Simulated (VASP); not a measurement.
Band structure of BAs (relaxed from the alpha-GeTe structure, space group R3m). All values below come from r2SCAN meta-GGA, VASP's PBE PAW potentials (set 64) (plane waves; VASP).

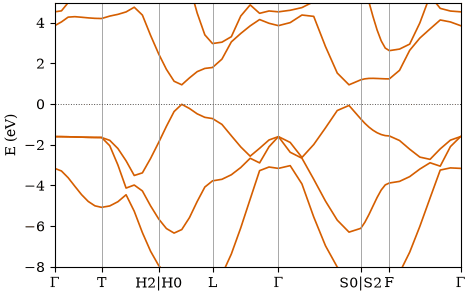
Figure. Bands along high-symmetry lines, zero at the valence-band maximum or, without a gap, the Fermi level

### Question
Read the plot: is there a gap, and where are the band edges?

### Answer
The gap is indirect, 0.94 eV, from the valence maximum at (-0.30, 0.30, 0.00) to the conduction minimum at Γ-S0 at 0.86.

The structure was generated: BAs was put into the alpha-GeTe type (R3m), which need not be its known phase. It was relaxed first, which changed the volume by +69 %.
